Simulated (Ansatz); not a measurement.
Consider F$_{3}$HSi···H$_{2}$.

```yaml
atoms:
  - { symbol: Si, position_ang: [-0.4543, 0.0000, -0.7102] }
  - { symbol: H, position_ang: [0.0490, 0.0000, 3.3869] }
  - { symbol: H, position_ang: [0.9261, 0.0000, -0.2169] }
  - { symbol: F, position_ang: [-0.7449, 1.2938, -1.6027] }
  - { symbol: F, position_ang: [-0.7450, -1.2938, -1.6028] }
  - { symbol: F, position_ang: [-1.4942, 0.0000, 0.5080] }
  - { symbol: H, position_ang: [-0.4248, 0.0000, 2.7915] }
```

Method: RKS PBE0/def2-SVP in Ansatz 0.2.0.

> Predict the electron density and electron localisation function between the atoms.

Si–F (1.60 Å): ρ at the midpoint is about 1.1 e/Å³; the ELF peaks at about 0.85 in the valence shell of F, 0.6 Å from its nucleus, and is about 0.45 at the midpoint.

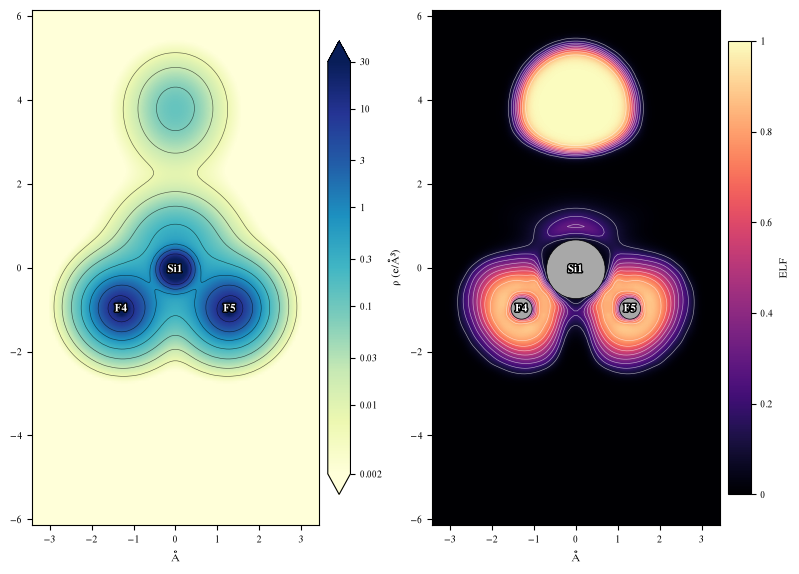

Computed electron density and electron localisation function on the plane of atoms F4, Si1 and F5, in this order. Grey discs cover the atomic cores in the ELF map. 
